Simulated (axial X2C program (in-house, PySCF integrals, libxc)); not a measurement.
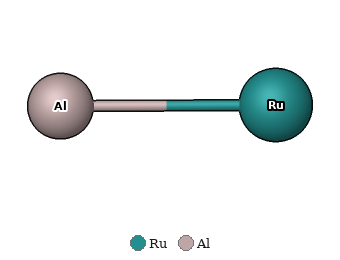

The molecule at the reference distance of 2.272 Å.

## Run report: RuAl, relativistic diatomic calculation

System: RuAl, single determinant with Ω = 7/2 (not the lowest found). The distance is the PBE0 minimum at charge 0.
Method: expectation values, HF and Kohn-Sham, two-component X2C with atomic mean-field Coulomb and Gaunt terms, Ru dyall-cv3z, Al dyall-v3z (cores contracted) (axial X2C program (in-house, PySCF integrals, libxc)).

### Key numbers

| quantity | value |
| --- | --- |
| outcome | converged; the levels of theory disagree widely |
| hardware | 1 thread of Arm Neoverse V2, 112 GiB of memory available, shared host |
| wall time | 4.3 s |
| peak memory | 0.39 GiB |

### Input
```
{"zs": [44, 13], "q": 0, "bas": ["dyall-cv3z", "dyall-v3z"], "r0": 2.51, "levels": ["PBE0", "HF", "BP86", "LDA", "BHandHLYP"], "nst": 3}
```

The line is the task of a batch: nuclear charges, charge, bases, the levels to run, a first guess of the distance and further settings. This report covers the levels named above. The log is that of the reference distance, started from orbitals converged before.

The run was one of a batch that the task file lists, launched with:
```bash
python <driver script> task.json out
```

### Log
```
two-component X2C + atomic mean field  PBE0
basis functions 199  fitting functions 979  grid points 5081
iter        total energy     max residual
   1      -4770.961735491     9.99e-06
   2      -4770.961735502     1.47e-05
   3      -4770.961735505     1.04e-05
   4      -4770.961735509     4.30e-06
   5      -4770.961735511     1.69e-06
converged
one-electron -6847.08786502  Coulomb 2098.17997018  exact exchange -37.62326819  xc functional -115.39001940  nuclear repulsion 133.22595275  atomic mean-field constant -2.26650584
```

### Expectation values by level of theory

```
                                             quantity    PBE0      HF    BP86     LDA  BHandHLYP
effective field for an electron dipole moment (GV/cm)    1.15   0.394   0.362   0.254       1.69
           field gradient at the first nucleus (a.u.)    1.14    1.82    1.13    1.13       1.07
          field gradient at the second nucleus (a.u.)  −0.405  −0.148  −0.313  −0.305     −0.496
                           A∥/gI, first nucleus (MHz)     840     813     894     914        801
                          A∥/gI, second nucleus (MHz)    17.5   −4.79    30.1    36.5       11.5
```

Each column comes from one determinant with 3 or more unpaired spinors, which can mix states, in a basis with contracted cores. The levels disagree widely: the effective field runs from 0.254 to 1.69 GV/cm, A∥/gI at the second nucleus runs from −4.79 to 36.5 MHz and the field gradient at the second nucleus runs from −0.496 to −0.148 a.u. They may not all have settled in the same state, and these values aren't reliable properties of the molecule.

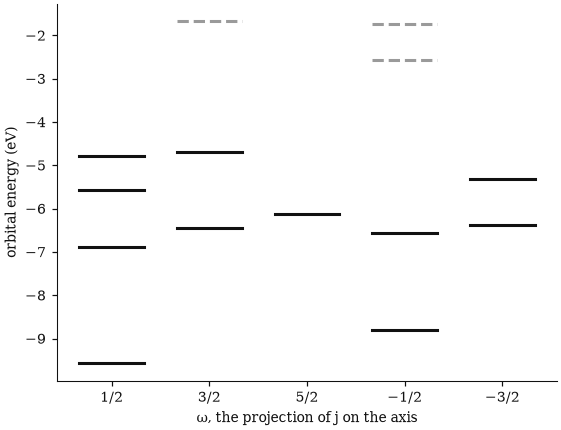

Orbital energies (PBE0) near the frontier at 2.27 Å, filled (solid) and empty (dashed). The highest filled spinor (3/2; 99 % Ru d) lies at −4.70 eV, the lowest empty one (−1/2; 50 % Al p, 23 % Ru d) at −2.58 eV.
